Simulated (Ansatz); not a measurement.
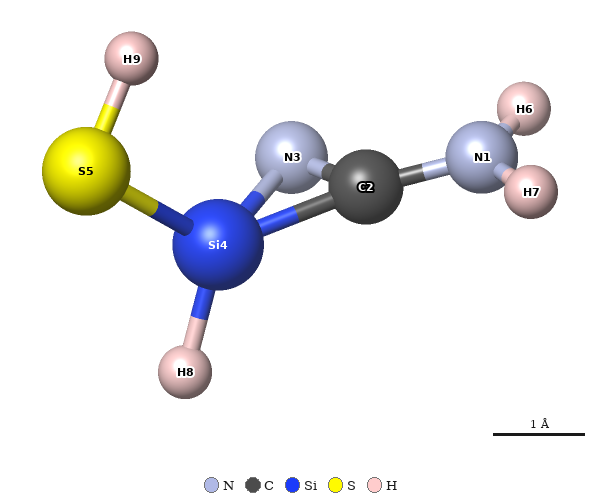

Fig. 1: The starting structure (ball-and-stick view, seen at a tilt; atoms are numbered from 1 in the order of the input).

## Nudged elastic band, with input and output: CH$_{4}$N$_{2}$SSi (part 1 of 2)

System: CH$_{4}$N$_{2}$SSi.
Method: RKS CAM-B3LYP-D4/def2-SVP (Ansatz 0.2.0).

The run did not end well. One setting was made poor on purpose. It belongs to a series of runs on one base structure; here: band between the two ends.

The program's output:
```
Engine: ansatz 0.2.0, x86_64-unknown-linux-gnu
Functional definition: CAM-B3LYP
  parameter alpha = 0.19
  parameter beta = 0.46
  parameter omega = 0.33/bohr
  parameter ac = 0.81
  exchange = (1 - alpha - beta)*b88_x + beta*b88_x_sr(omega) + alpha*exact_x + beta*exact_x_lr(omega)
  correlation = (1 - ac)*vwn5_c + ac*lyp_c
1053 factors; integrals over basis functions are off by at most 2.7e-4 eV
357 factors; integrals over basis functions are off by at most 8.8e-7 eV
mean field evaluation 1: about -22777.6767 eV, gradient 5.4e1 eV
mean field evaluation 2: about -22772.1616 eV, gradient 7.2e1 eV
mean field evaluation 4: about -22784.0928 eV, gradient 4.7e0 eV
mean field evaluation 8: about -22784.1607 eV, gradient 6.4e-2 eV
mean field evaluation 16: about -22784.1608 eV, gradient 7.4e-5 eV
mean field -22784.16076100 eV, -837.3024643078 hartree, gradient 7.4e-5 eV, S^2 0.000000; 0 other end points of the search recorded, 0 dependent functions left out
the calculation of the forces begins
reference -22784.16087944 eV, -837.3024686604 hartree; 27, 27 occupied and 71, 71 virtual orbitals, 1053 factors
1047 factors; integrals over basis functions are off by at most 1.2e-3 eV
357 factors; integrals over basis functions are off by at most 3.2e-6 eV
mean field evaluation 32: about -22783.0433 eV, gradient 9.3e-5 eV
mean field -22783.04331376 eV, -837.2613988793 hartree, gradient 4.8e-5 eV, S^2 0.000000; 0 other end points of the search recorded, 0 dependent functions left out
[... from here on the field's lines of each further geometry are left out, up to the last ...]
WARN: NEB end point (image 8): max|allowed force component| = 2.478e-1 eV/Å (the criterion of neb.relax_end_points is 1.000e-2). That is over neb.f_tol: it is no minimum, so the barrier can be far off. Relax it first
NEB iter   1: max|band force component| = 4.198e1 eV/Å  barrier→ = 10.4667 eV  barrier← = 9.3244 eV  Δτ_max = 0.2000 Å  (258 SCF iters)
NEB iter   2: max|band force component| = 9.139e0 eV/Å  barrier→ = 3.0556 eV  barrier← = 1.9133 eV  Δτ_max = 0.1997 Å  (247 SCF iters)
NEB iter   3: max|band force component| = 4.822e0 eV/Å  barrier→ = 2.6463 eV  barrier← = 1.5040 eV  Δτ_max = 0.2000 Å  (239 SCF iters)
NEB iter   4: max|band force component| = 2.316e0 eV/Å  barrier→ = 2.6211 eV  barrier← = 1.4788 eV  Δτ_max = 0.1991 Å  (251 SCF iters)
NEB iter   5: max|band force component| = 3.102e0 eV/Å  barrier→ = 3.0711 eV  barrier← = 1.9288 eV  Δτ_max = 0.0995 Å  (244 SCF iters)
NEB iter   6: max|band force component| = 1.651e0 eV/Å  barrier→ = 3.0134 eV  barrier← = 1.8711 eV  Δτ_max = 0.1004 Å  (240 SCF iters)
NEB iter   7: max|band force component| = 1.179e0 eV/Å  barrier→ = 2.8302 eV  barrier← = 1.6879 eV  Δτ_max = 0.1001 Å  (234 SCF iters)
NEB iter   8: max|band force component| = 8.538e-1 eV/Å  barrier→ = 2.4460 eV  barrier← = 1.3037 eV  Δτ_max = 0.1014 Å  (233 SCF iters)
NEB iter   9: max|band force component| = 5.684e-1 eV/Å  barrier→ = 2.2076 eV  barrier← = 1.0653 eV  Δτ_max = 0.0997 Å  (232 SCF iters)
the calculation of the forces begins
reference -22783.00302275 eV, -837.2599182119 hartree; 27, 27 occupied and 71, 71 virtual orbitals, 1055 factors
these checks for a lower state are left out or cut short: starts, cluster_reference, orbital_swaps, neighbouring_geometries, increment
1052 factors; integrals over basis functions are off by at most 1.2e-3 eV
357 factors; integrals over basis functions are off by at most 2.4e-6 eV
mean field -22783.02703417 eV, -837.2608006153 hartree, gradient 1.8e-5 eV, S^2 0.000000; 0 other end points of the search recorded, 0 dependent functions left out
the calculation of the forces begins
reference -22783.02716016 eV, -837.2608052456 hartree; 27, 27 occupied and 71, 71 virtual orbitals, 1052 factors
NEB iter  10: max|band force component| = 1.377e0 eV/Å  barrier→ = 2.2391 eV  barrier← = 1.0968 eV  CI = image 3  Δτ_max = 0.1001 Å  (231 SCF iters)
```

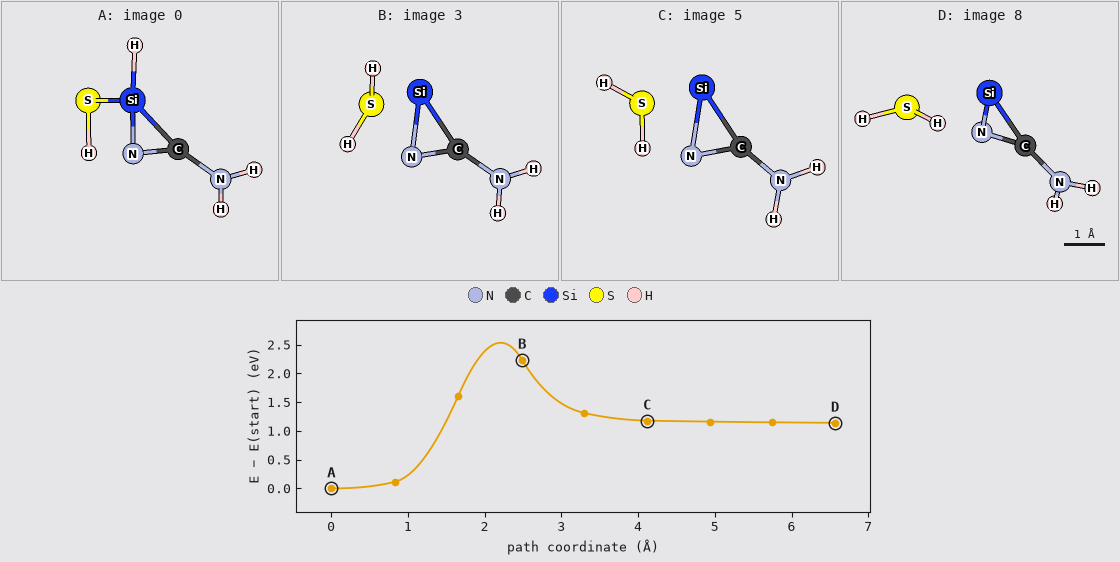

Fig. 2: Images of the last band (counted from 0; ball-and-stick, seen at a tilt) above the energy along the path; the line is a cubic interpolation that uses the forces. The highest image is number 3, 2.239 eV above the start and 1.097 eV above the end (the climbing image); the end lies 1.142 eV above the start. The path is 6.57 Å long. The band had not converged after 10 iterations. The end points carry forces over 0.1 eV/Å, so they aren't fully relaxed minima and the barriers are approximate.

```
Unfinished report: {"positions_ang":[[-1.227972941815355,0.42517639218568676,1.524862281610486],[-0.526736326699331,-0.20768009409667568,0.5993363682272517],[0.554061047377234,-0.9164273538571819,0.6876276164760684],[-0.19756739351400537,-1.0293755023981181,-0.9278280985077375],[1.3722594998672937,0.6751563788466698,-2.181211543830089],[-0.8971586023292984,0.3676075007403348,2.4772139521371437],[-2.0393223781123635,0.9827053713918074,1.298383255918063],[0.8201212624951721,-0.7014591240606828,-2.3203785118851963],[2.2307158227306534,0.35809443124815943,-1.175004320145992]],"unchecked":["starts","cluster_reference","orbital_swaps","neighbouring_geometries","increment"],"mean_field":{"relativity":"none","state":{"energy":{"ev":-22781.905940617617,"hartree":-837.2196011872252},"converged":true,"gradient_ev":0.000013569933345303439,"stability":{"kind":"minimum","curvature_ev":18.302174235093453},"curvature_floor_ev":0.00030000000000000003,"spin_squared":-4.618527782440651e-14},"others":[],"fillings":{"estimated":0,"unestimated":0,"tried":0,"untried":0,"excluded_magnetic_sites":0},"n_dropped_functions":0,"n_trapped_functions":0,"passes":{"evaluations":4,"products":29},"factors":{"origin":"Cholesky decomposition","count":1054,"bound_ev":0.0010411557535182079},"gradient_stop_ev":0.00009,"reference_kind":"stationary","functional":{"name":"CAM-B3LYP","citations":["Yanai, Tew & Handy, Chem. Phys. Lett. 393, 51 (2004) doi:10.1016/j.cplett.2004.06.011","Iikura, Tsuneda, Yanai & Hirao, J. Chem. Phys. 115, 3540 (2001) doi:10.1063/1.1383587","Becke, Phys. Rev. A 38, 3098 (1988) doi:10.1103/PhysRevA.38.3098","Lee, Yang & Parr, Phys. Rev. B 37, 785 (1988) doi:10.1103/PhysRevB.37.785","Vosko, Wilk & Nusair, Can. J. Phys. 58, 1200 (1980) doi:10.1139/p80-159"],"text":"name \"CAM-B3LYP\"\ncite \"Yanai, Tew & Handy, Chem. Phys. Lett. 393, 51 (2004) doi:10.1016/j.cplett.2004.06.011\"\ncite \"Iikura, Tsuneda, Yanai & Hirao, J. Chem. Phys. 115, 3540 (2001) doi:10.1063/1.1383587\"\ncite \"Becke, Phys. Rev. A 38, 3098 (1988) doi:10.1103/PhysRevA.38.3098\"\ncite \"Lee, Yang & Parr, Phys. Rev. B 37, 785 (1988) doi:10.1103/PhysRevB.37.785\"\ncite \"Vosko, Wilk & Nusair, Can. J. Phys. 58, 1200 (1980) doi:10.1139/p80-159\"\nparameter alpha = 0.19\nparameter beta = 0.46\nparameter omega = 0.33/bohr\nparameter ac = 0.81\n# Exact exchange under (alpha + beta erf(omega r))/r, Becke's under what is left of 1/r.\nexchange = (1 - alpha - beta)*b88_x + beta*b88_x_sr(omega) + alpha*exact_x + beta*exact_x_lr(omega)\ncorrelation = (1 - ac)*vwn5_c + ac*lyp_c\n","parameters":{"ac":{"value":0.81,"default":0.81},"alpha":{"value":0.19,"default":0.19},"beta":{"value":0.46,"default":0.46},"omega":{"value":0.33,"default":0.33,"unit":"/bohr"}},"final_grid":{"core_spheres":13.0,"valence_spheres":11.0,"degree":36.0},"final_grid_parameter_source":"default","radial_points_factor":1.0,"radial_grid_error_ev":3.761455755150831e-7,"grid_sensitivity":"normal","grid_sensitivity_ratio":0.001105456905326488},"unsmoothed_excess_ev":-0.00011843840352303303,"symmetry":{"irreps":["A"],"axes":[[0.9999826623300848,-0.0011108096821144345,-0.005782831580253385],[0.0011342349120585379,0.9999911590255025,0.004049121138789427],[0.005778282651421838,-0.004055610025932554,0.9999750814279914]],"occupied":[{"A":27},{"A":27}]},"held":{"pivots":1053,"left_out":0,"joined":1},"density_repulsion":{"missed_ev":0.000022228252550674216,"excess_ev":0.0,"most_excess_ev":0.0001458,"are_drawn_again":false,"n_first_factors":1054,"energy_change_ev":0.0,"n_dropped_ends":0}},"factors":{"origin":"Cholesky decomposition","count":1054,"bound_ev":0.0010411557535182079},"n_frozen":0,"n_occupied":[27,27],"n_virtual":[71,71],"reference":{"ev":-22781.905940617617,"hartree":-837.2196011872252},"dispersion":{"energy":{"ev":-0.2095046527694141,"hartree":-0.0076991539819219286},"switches_in_reach":[]},"total":{"ev":-22782.115445270385,"hartree":-837.2273003412071},"forces_ev_per_angstrom":[[-0.18935826681269957,0.4738581773108941,0.367231290538669],[0.03348656700735834,-0.13093357818055537,0.3692703557720848],[-0.16974863843170504,0.03800887754686802,-0.09823569532400284],[-0.9026118483374604,-1.4555428314728014,0.08610145463192706],[0.24654352050629452,-0.21368298621759624,-0.4662726963843351],[-0.008755705102419822,0.20211575148222155,0.31746818723665365],[0.001374400706848911,-0.07931162508808587,0.0347189532589114],[1.1637854424637588,1.2759622348834387,-0.3353212236538496],[-0.17471547197495774,-0.11047402025746472,-0.27496062608350597]],"charge_distribution":{"dipole_moment_e_ang":[-0.31269636750069985,0.36852215914172287,0.16779108916733623],"mulliken_charges_e":[-0.05543669298742859,-0.004961505037904601,-0.3469669549050698,0.04059371428621894,-0.13139525947459774,0.12367006188951801,0.14146834048850032,0.128949931169399,0.10407836457132247],"lowdin_charges_e":[0.20748923597040747,-0.32967205062800886,-0.05415597555050411,0.019886884836727958,0.14894565313696972,0.019214400731502046,0.02322501372235042,-0.02212265064944008,-0.012810511570056304]},"n_threads":2,"memory_gib":2.556818182580173,"seconds":{"hamiltonian":1.661983063,"orbitals":0.0,"second_order":0.0,"solver_start":0.0,"cycles":0.0,"cycle":0.0,"perturbative":0.0,"full_ci_increment":0.0,"forces":0.0}}
this run last wrote the band of iteration 10 to [file]
Error: NEB band did not converge after 10 iterations: max|band force component| = 1.38e0 eV/Å (threshold 5.0e-2); raise `neb.max_iterations` in a new run, which can start from the last band evaluated (`neb.initial_path`, with `crystal.atoms` and `neb.final_atoms` set to its first and last images), add images, or start from endpoints closer to local minima. Where this run's directory can be resumed (`checkpoint.write`), a resume goes on for up to `neb.max_iterations` more; to start a new run from the last band, take its images' positions from the `neb_iteration` event of iteration 10 (`data.images[].positions_ang`), in the event stream of the run that computed that iteration (not this run's, if it was resumed behind it). With `checkpoint.write`, `steps/00-neb/state/checkpoint.json` in the run directory holds the last saved band, under `neb.evaluated.images[].positions_ang` (a band under a hybrid functional on support functions is neither saved nor resumed: `neb.initial_path` says where its path is): check the last entry of `neb.iterations` there, which is earlier than 10 if that iteration was not saved or its write failed. If the band's step has no `state` directory and holds `state.next`, a write was cut short, and the file is under `state.next` instead (behind a loss of power it can be under `state.prev`)
this run wrote the band of iteration 10 to [file] as well, whether or not its events were kept: a new run's `neb.initial_path` can list its `images[].positions_ang`
a run's events are kept only if it was started with --events-out <file>, and are in that file
```

The last band as extended XYZ (Å, eV, eV/Å):
```
9
Properties=species:S:1:pos:R:3:forces:R:3 image=0 energy=-22784.35440
N    -1.1592    0.4231    1.4423    0.0012   0.0087   0.0009
C    -0.4182   -0.1660    0.4949    0.0014  -0.0175   0.0171
N     0.5058   -1.0797    0.6120   -0.0155  -0.0062  -0.0117
Si    0.3301   -0.5969   -1.0625    0.0074  -0.0035  -0.0133
S     1.8204    0.5313   -2.0787   -0.0006   0.0118   0.0063
H    -1.0666    0.1141    2.4052    0.0126   0.0020   0.0014
H    -1.8952    1.0701    1.2026   -0.0114   0.0072  -0.0070
H    -0.3271   -1.4422   -2.0803   -0.0008  -0.0061   0.0075
H     2.2984    1.1000   -0.9524    0.0057   0.0037  -0.0013
9
Properties=species:S:1:pos:R:3:forces:R:3 image=1 energy=-22784.24028
N    -1.2831    0.3352    1.4607   -0.0625  -0.0276  -0.0667
C    -0.5081   -0.1906    0.5007    0.1769  -0.0395   0.0378
N     0.5607   -0.9252    0.6117   -0.0563   0.0211  -0.0048
Si    0.2734   -0.5245   -1.0718    0.1327   0.0932  -0.0328
S     1.5857    0.8870   -1.9894    0.1005   0.0434  -0.0344
H    -0.9725    0.2674    2.4265   -0.0331  -0.0574  -0.0546
H    -2.0033    1.0056    1.2332   -0.0002  -0.0174  -0.0144
H    -0.1013   -1.4981   -2.1098   -0.3422  -0.1359   0.1294
H     2.5370    0.5971   -1.0788    0.0841   0.1201   0.0405
```
